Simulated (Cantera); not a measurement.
A closed system holds: 1 mol Si3N4, 0.031 mol H2O, 290 mol N2, 0.19 mol N2O, equilibrated at 1350 K.

These are equilibrium values from Cantera (NASA tables, ideal gas, pure condensed phases), not measurements of a reactor. Candidate condensed phases: H2O, Si, SiO2, Si2N2O, Si3N4; 35 gas species. Mutual solubility and eutectic melting of coexisting phases are not modelled. Kinetics and transport are ignored.

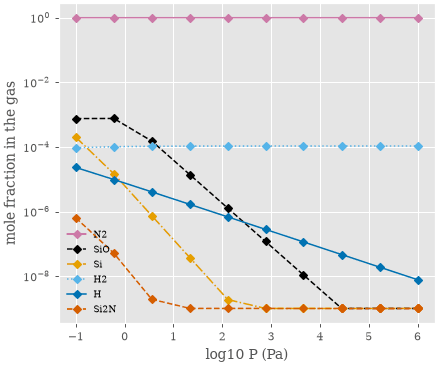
Equilibrium gas composition (values under 1e-9 drawn at 1e-9)

Question: Read off the mole fractions at 4600 Pa.

Answer: N2 about 1.00, H2 about 0.00011, H about 1.1e-7, SiO about 1.1e-8.
